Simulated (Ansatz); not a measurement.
**Run report: CH3AlClFO, molecular dynamics (part 4 of 4)**

Continued. System: CH3AlClFO. Method: RHF/6-31G* (Ansatz 0.2.0). It belongs to a series of runs on one base structure; here: dynamics from the highest image of the converged band.

Geometry of the input (Å):
```
O  -0.8711  0.8496  1.6331
Al 0.2089  -0.1352  0.8193
F  1.4759  -0.7911  1.6193
C  0.0024  -0.5821  -1.0810
Cl 0.7409  0.8996  -1.8722
H  -1.0294  1.7721  1.7255
H  0.5719  -1.4245  -1.4426
H  -1.0073  -0.6456  -1.4572
```

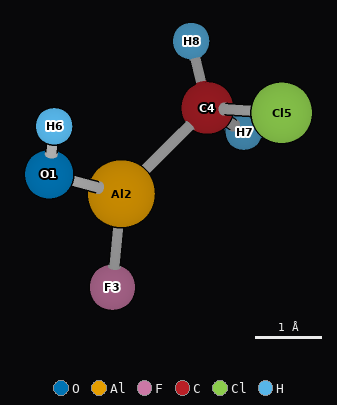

**Figure 1.** The geometry at step 162 of the log (ball-and-stick view, seen at a tilt; atoms are numbered from 1 in the order of the input).

Trajectory as extended XYZ, continued
```
8
Properties=species:S:1:pos:R:3:forces:R:3 step=125 time_fs=62.5 energy=-24910.10785 temperature=235.5
O    -0.7401    0.9718    1.5811    0.3610  -0.2124   0.2503
Al    0.2253   -0.1400    0.7869    1.0785  -0.7503   0.2946
F     1.4272   -0.8480    1.6768   -0.4187   0.3035  -0.3568
C     0.0936   -0.6442   -1.1132    0.5997  -0.2246   0.5131
Cl    0.6722    0.9224   -1.8302    0.0277   0.2170  -0.3107
H    -1.6081    1.1550    1.2999   -0.8447   0.4524  -0.1840
H     0.7588   -1.4196   -1.4864   -0.1644   0.2155   0.2409
H    -0.8879   -0.8311   -1.4729   -0.6392  -0.0010  -0.4474
8
Properties=species:S:1:pos:R:3:forces:R:3 step=128 time_fs=64.0 energy=-24910.08082 temperature=202.9
O    -0.7452    0.9766    1.5876    2.1706  -0.8828   0.5796
Al    0.2326   -0.1438    0.7845    0.5761  -0.2945   0.4715
F     1.4220   -0.8469    1.6773   -0.2007   0.1748  -0.2296
C     0.0926   -0.6460   -1.1117    0.1065  -0.0050   0.3546
Cl    0.6712    0.9229   -1.8308    0.0306   0.2347  -0.2751
H    -1.5760    1.1495    1.2650   -2.4071   0.8188  -0.7795
H     0.7640   -1.4048   -1.4816   -0.0073  -0.0678   0.1307
H    -0.8928   -0.8332   -1.4895   -0.2686   0.0218  -0.2522
8
Properties=species:S:1:pos:R:3:forces:R:3 step=132 time_fs=66.0 energy=-24910.11543 temperature=245.2
O    -0.7485    0.9813    1.5971   -0.3917  -0.5620  -0.8251
Al    0.2431   -0.1491    0.7819   -0.1563   0.2765   0.5791
F     1.4148   -0.8452    1.6777    0.1477  -0.0357  -0.0177
C     0.0912   -0.6483   -1.1089   -0.7713   0.2147  -0.0057
Cl    0.6698    0.9238   -1.8319    0.0479   0.2427  -0.2236
H    -1.5980    1.1662    1.1983    0.4680   0.1798   0.3673
H     0.7714   -1.3885   -1.4713    0.1802  -0.3946  -0.0246
H    -0.9055   -0.8351   -1.5187    0.4756   0.0784   0.1504
8
Properties=species:S:1:pos:R:3:forces:R:3 step=136 time_fs=68.0 energy=-24910.03840 temperature=148.1
O    -0.7523    0.9845    1.6048   -1.6390  -0.4119  -1.8720
Al    0.2533   -0.1541    0.7802   -0.8733   0.8037   0.6001
F     1.4079   -0.8436    1.6780    0.5100  -0.2541   0.2177
C     0.0877   -0.6500   -1.1060   -0.6616   0.1249  -0.3069
Cl    0.6684    0.9250   -1.8332    0.0659   0.2260  -0.1707
H    -1.6083    1.1908    1.1440    1.9958  -0.2363   1.2073
H     0.7845   -1.3858   -1.4613    0.0160  -0.2836   0.0113
H    -0.9021   -0.8342   -1.5429    0.5862   0.0313   0.3131
8
Properties=species:S:1:pos:R:3:forces:R:3 step=140 time_fs=70.0 energy=-24910.07104 temperature=187.8
O    -0.7594    0.9866    1.6083    0.4069  -1.0851  -1.1619
Al    0.2623   -0.1579    0.7792   -1.4653   1.2368   0.5935
F     1.4020   -0.8424    1.6788    0.8254  -0.4430   0.4353
C     0.0822   -0.6514   -1.1041    0.3705  -0.0518  -0.2956
Cl    0.6672    0.9265   -1.8346    0.0781   0.1810  -0.1218
H    -1.5524    1.2090    1.1306    0.1617   0.2239   0.3022
H     0.7977   -1.3932   -1.4506   -0.3028   0.0580   0.1362
H    -0.8787   -0.8325   -1.5563   -0.0744  -0.1198   0.1120
8
Properties=species:S:1:pos:R:3:forces:R:3 step=143 time_fs=71.5 energy=-24910.00763 temperature=108.5
O    -0.7644    0.9866    1.6090    2.6613  -1.8846   0.0614
Al    0.2678   -0.1596    0.7791   -1.8000   1.4539   0.5591
F     1.3986   -0.8422    1.6799    1.0001  -0.5483   0.5605
C     0.0787   -0.6524   -1.1032    1.0280  -0.0322  -0.1166
Cl    0.6663    0.9277   -1.8358    0.0828   0.1272  -0.0923
H    -1.5026    1.2276    1.1297   -1.9805   0.9281  -1.0189
H     0.8009   -1.3983   -1.4395   -0.3659   0.1747   0.1409
H    -0.8615   -0.8339   -1.5630   -0.6258  -0.2189  -0.0941
8
Properties=species:S:1:pos:R:3:forces:R:3 step=147 time_fs=73.5 energy=-24910.04528 temperature=154.8
O    -0.7659    0.9827    1.6097    1.2913  -1.4006  -0.8116
Al    0.2727   -0.1601    0.7796   -2.0751   1.5671   0.4619
F     1.3959   -0.8428    1.6824    1.1219  -0.6258   0.6454
C     0.0768   -0.6539   -1.1024    0.7661   0.1508  -0.0540
Cl    0.6651    0.9295   -1.8375    0.0828   0.0332  -0.0690
H    -1.4939    1.2809    1.0994   -0.5245   0.4298  -0.1453
H     0.7940   -1.3999   -1.4207   -0.1081   0.0167  -0.0225
H    -0.8586   -0.8428   -1.5747   -0.5544  -0.1712  -0.0049
8
Properties=species:S:1:pos:R:3:forces:R:3 step=151 time_fs=75.5 energy=-24910.01584 temperature=118.8
O    -0.7644    0.9756    1.6085   -0.9010  -0.1778  -2.1948
Al    0.2748   -0.1584    0.7808   -2.0867   1.4734   0.3708
F     1.3955   -0.8447    1.6862    1.0859  -0.6085   0.6135
C     0.0771   -0.6549   -1.1019   -0.2540   0.2940  -0.2244
Cl    0.6641    0.9312   -1.8393    0.0690  -0.0755  -0.0609
H    -1.5044    1.3489    1.0646    1.6604  -0.7030   1.3453
H     0.7833   -1.4013   -1.4028    0.2453  -0.2373  -0.2296
H    -0.8749   -0.8577   -1.5855    0.1812   0.0348   0.3800
8
Properties=species:S:1:pos:R:3:forces:R:3 step=155 time_fs=77.5 energy=-24910.07904 temperature=199.1
O    -0.7646    0.9678    1.6023   -0.2965  -0.2360  -1.5685
Al    0.2738   -0.1546    0.7825   -1.8066   1.1821   0.3533
F     1.3972   -0.8478    1.6913    0.8880  -0.4891   0.4662
C     0.0768   -0.6550   -1.1020   -0.5038   0.1501  -0.2801
Cl    0.6632    0.9329   -1.8411    0.0333  -0.1751  -0.0614
H    -1.4603    1.3942    1.0752    0.9504  -0.4803   0.8448
H     0.7808   -1.4105   -1.3932    0.2272  -0.1277  -0.2555
H    -0.8856   -0.8715   -1.5827    0.5082   0.1758   0.5012
8
Properties=species:S:1:pos:R:3:forces:R:3 step=158 time_fs=79.0 energy=-24910.11557 temperature=245.9
O    -0.7652    0.9615    1.5952    1.5269  -1.3435  -0.0037
Al    0.2714   -0.1506    0.7841   -1.4389   0.8468   0.3582
F     1.3998   -0.8507    1.6957    0.6586  -0.3474   0.3001
C     0.0757   -0.6548   -1.1027    0.0388  -0.0643  -0.1235
Cl    0.6625    0.9341   -1.8426   -0.0067  -0.2313  -0.0656
H    -1.4029    1.4166    1.1045   -1.0075   0.8023  -0.6054
H     0.7845   -1.4208   -1.3923   -0.0076   0.1670  -0.1637
H    -0.8819   -0.8779   -1.5684    0.2365   0.1704   0.3035
8
Properties=species:S:1:pos:R:3:forces:R:3 step=162 time_fs=81.0 energy=-24910.13805 temperature=275.3
O    -0.7628    0.9502    1.5858    1.3879  -1.2351   0.3881
Al    0.2665   -0.1443    0.7867   -0.7912   0.2618   0.2870
F     1.4042   -0.8553    1.7021    0.3057  -0.1298   0.0441
C     0.0745   -0.6546   -1.1038    0.9962  -0.1370   0.2850
Cl    0.6615    0.9354   -1.8445   -0.0668  -0.2763  -0.0759
H    -1.3601    1.4748    1.1233   -1.1420   1.0313  -0.7334
H     0.7886   -1.4281   -1.3962   -0.2285   0.4181  -0.0670
H    -0.8718   -0.8811   -1.5408   -0.4613   0.0669  -0.1278
8
Properties=species:S:1:pos:R:3:forces:R:3 step=166 time_fs=83.0 energy=-24910.13877 temperature=276.4
O    -0.7576    0.9366    1.5769   -1.2374   1.4093  -0.8564
Al    0.2604   -0.1376    0.7897   -0.0120  -0.4316   0.1172
F     1.4093   -0.8601    1.7085   -0.0439   0.0852  -0.2098
C     0.0762   -0.6548   -1.1040    0.9754   0.0811   0.5146
Cl    0.6605    0.9364   -1.8466   -0.1155  -0.2828  -0.0870
H    -1.3531    1.5638    1.1198    1.0860  -1.1635   0.8914
H     0.7850   -1.4209   -1.4032   -0.1013   0.2365  -0.1134
H    -0.8773   -0.8814   -1.5171   -0.5513   0.0658  -0.2566
8
Properties=species:S:1:pos:R:3:forces:R:3 step=170 time_fs=85.0 energy=-24910.12225 temperature=255.4
O    -0.7549    0.9259    1.5663   -1.6697   2.1159  -0.5252
Al    0.2544   -0.1315    0.7928    0.7625  -1.1068  -0.0245
F     1.4143   -0.8648    1.7146   -0.3583   0.2812  -0.4268
C     0.0808   -0.6548   -1.1027   -0.0649   0.3623   0.4276
Cl    0.6594    0.9371   -1.8487   -0.1425  -0.2507  -0.0873
H    -1.3121    1.6149    1.1449    1.1021  -1.4208   0.8917
H     0.7781   -1.4053   -1.4148    0.1980  -0.1833  -0.2335
H    -0.9013   -0.8787   -1.5021    0.1728   0.2022  -0.0221
8
Properties=species:S:1:pos:R:3:forces:R:3 step=174 time_fs=87.0 energy=-24910.11361 temperature=243.5
O    -0.7558    0.9197    1.5547   -0.0227  -0.0832   1.0635
Al    0.2494   -0.1271    0.7960    1.3864  -1.6443  -0.0907
F     1.4186   -0.8689    1.7198   -0.6074   0.4385  -0.5844
C     0.0854   -0.6536   -1.1000   -0.5931   0.3887   0.2471
Cl    0.6581    0.9375   -1.8509   -0.1521  -0.1864  -0.0745
H    -1.2353    1.6207    1.1996   -0.8648   1.1297  -0.4892
H     0.7778   -1.3958   -1.4348    0.1849  -0.2912  -0.1927
H    -0.9194   -0.8686   -1.4882    0.6688   0.2481   0.1210
8
Properties=species:S:1:pos:R:3:forces:R:3 step=177 time_fs=88.5 energy=-24910.07130 temperature=190.5
O    -0.7568    0.9155    1.5474    0.2424  -0.7564   1.4882
Al    0.2469   -0.1252    0.7982    1.7355  -1.9338  -0.1521
F     1.4211   -0.8714    1.7229   -0.7289   0.5139  -0.6565
C     0.0877   -0.6520   -1.0974   -0.2115   0.2090   0.1287
Cl    0.6570    0.9377   -1.8526   -0.1475  -0.1231  -0.0629
H    -1.1931    1.6454    1.2329   -1.3144   2.0025  -0.7772
H     0.7820   -1.3955   -1.4546   -0.0870  -0.0777  -0.0056
H    -0.9177   -0.8550   -1.4752    0.5114   0.1656   0.0375
8
Properties=species:S:1:pos:R:3:forces:R:3 step=181 time_fs=90.5 energy=-24910.08093 temperature=201.2
O    -0.7583    0.9091    1.5404   -1.6490   2.4035   0.5260
Al    0.2457   -0.1251    0.8010    2.0208  -2.1308  -0.2572
F     1.4230   -0.8738    1.7259   -0.7902   0.5476  -0.6879
C     0.0905   -0.6492   -1.0936    0.7339   0.0532   0.0963
Cl    0.6555    0.9379   -1.8550   -0.1191  -0.0345  -0.0508
H    -1.1717    1.7298    1.2574    0.4019  -0.9994   0.3516
H     0.7838   -1.3968   -1.4804   -0.3863   0.1898   0.2472
H    -0.9012   -0.8319   -1.4576   -0.2120  -0.0294  -0.2252
8
Properties=species:S:1:pos:R:3:forces:R:3 step=185 time_fs=92.5 energy=-24910.04183 temperature=152.5
O    -0.7635    0.9081    1.5349   -1.9721   3.3533   0.3053
Al    0.2474   -0.1281    0.8035    1.9413  -1.9864  -0.2206
F     1.4234   -0.8751    1.7275   -0.7516   0.5174  -0.6430
C     0.0954   -0.6462   -1.0895    0.9001   0.1881   0.0886
Cl    0.6538    0.9380   -1.8574   -0.0609   0.0393  -0.0387
H    -1.1400    1.7836    1.2917    0.7988  -2.0538   0.5362
H     0.7722   -1.3921   -1.4974   -0.2711   0.0804   0.2746
H    -0.8916   -0.8097   -1.4481   -0.5845  -0.1382  -0.3025
8
Properties=species:S:1:pos:R:3:forces:R:3 step=189 time_fs=94.5 energy=-24910.11752 temperature=247.6
O    -0.7730    0.9143    1.5303   -0.4582   0.2440   0.7331
Al    0.2519   -0.1338    0.8057    1.4565  -1.4926  -0.0182
F     1.4222   -0.8754    1.7279   -0.6217   0.4289  -0.5222
C     0.1029   -0.6425   -1.0852   -0.1385   0.4566  -0.0796
Cl    0.6520    0.9381   -1.8599    0.0179   0.0832  -0.0279
H    -1.0825    1.7706    1.3438   -0.3444   0.6726  -0.1627
H     0.7511   -1.3852   -1.5046    0.1361  -0.3008   0.0912
H    -0.9013   -0.7923   -1.4489   -0.0477  -0.0919  -0.0137
8
Properties=species:S:1:pos:R:3:forces:R:3 step=192 time_fs=96.0 energy=-24910.08160 temperature=204.3
O    -0.7811    0.9199    1.5278    0.4320  -2.0111   0.8042
Al    0.2566   -0.1396    0.8073    0.9583  -1.0001   0.1198
F     1.4205   -0.8751    1.7274   -0.4594   0.3202  -0.3852
C     0.1084   -0.6388   -1.0821   -0.8568   0.5040  -0.2772
Cl    0.6507    0.9383   -1.8617    0.0773   0.0950  -0.0268
H    -1.0447    1.7703    1.3809   -0.8960   2.5689  -0.4624
H     0.7376   -1.3865   -1.5072    0.3169  -0.4311   0.0026
H    -0.9112   -0.7817   -1.4506    0.4277  -0.0457   0.2250
8
Properties=species:S:1:pos:R:3:forces:R:3 step=196 time_fs=98.0 energy=-24910.14046 temperature=277.3
O    -0.7914    0.9241    1.5261   -0.1880   0.6092   0.1409
Al    0.2641   -0.1484    0.8096    0.2873  -0.3142   0.1766
F     1.4175   -0.8740    1.7261   -0.1616   0.1217  -0.1504
C     0.1135   -0.6327   -1.0788   -0.8151   0.1510  -0.5297
Cl    0.6490    0.9386   -1.8642    0.1433   0.0935  -0.0415
H    -1.0186    1.8392    1.4176    0.0943  -0.4969  -0.0200
H     0.7293   -1.4012   -1.5100    0.1619  -0.1139   0.1270
H    -0.9103   -0.7691   -1.4452    0.4780  -0.0503   0.2971
8
Properties=species:S:1:pos:R:3:forces:R:3 step=200 time_fs=100.0 energy=-24910.07859 temperature=199.9
O    -0.8019    0.9294    1.5248   -0.2453   2.0828  -0.1575
Al    0.2719   -0.1577    0.8121   -0.4127   0.3821   0.1647
F     1.4141   -0.8728    1.7246    0.1834  -0.1043   0.1249
C     0.1161   -0.6261   -1.0771    0.0300  -0.2614  -0.5066
Cl    0.6475    0.9390   -1.8668    0.1855   0.0768  -0.0653
H    -0.9915    1.8950    1.4519    0.5072  -2.3976   0.0657
H     0.7270   -1.4199   -1.5078   -0.0962   0.3459   0.2961
H    -0.8933   -0.7587   -1.4294   -0.1519  -0.1243   0.0780
```

Results in brief

```tsv
quantity	value
outcome	finished
mean temperature over the second half	200 K
trajectory	200 steps, 100 fs
ensemble	nve
temperature in the input	300.0 K
time step	0.5 fs
potential energy (last step)	−24910.0786 eV
mean-field energy (last step)	−24910.0786 eV
largest force (length of the vector) (last step)	2.452 eV/Å
hardware	1 thread of Arm Neoverse V1, 24 GiB of memory available, shared host
wall time	5.9 min
peak memory	0.16 GiB
```

Remarks

So short a trajectory is not equilibrated.
